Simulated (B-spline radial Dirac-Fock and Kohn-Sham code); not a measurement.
I²⁺ ([Kr] 4d10 5s2 5p3). Method: independent-particle rates on relativistic LDA orbitals of the hole state (multipoles to L = 3), energies from Dirac–Fock ΔSCF (computed with a radial B-spline solver). Widths ruled by Coster–Kronig decay come out up to twice the measured ones in this model.

Before looking at the plot, say what to expect. Its caption: X-ray emission lines that fill an N3 (4p3/2) hole, as sticks. Multiplet splitting by the open shell is left out.

The strongest line is N3-N5 at 85.54 eV with 76.3 % of the photons, then N3-O1 at 123.4 eV (16 %), N3-N4 at 83.84 eV (7.9 %). The hole has a width of 1.45 eV and a fluorescence yield of 1.60 × 10⁻⁴.

Here it is:

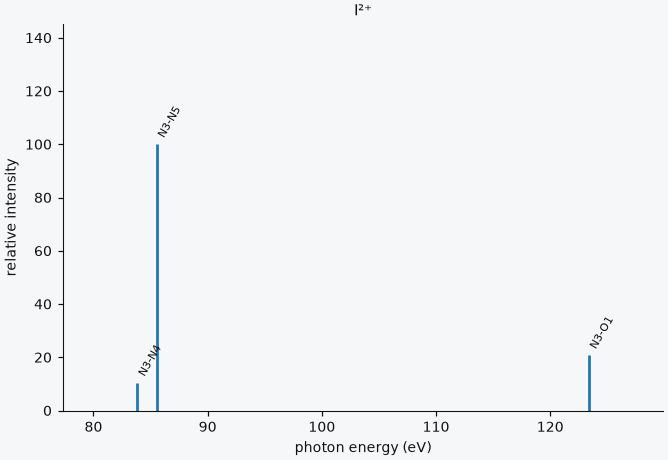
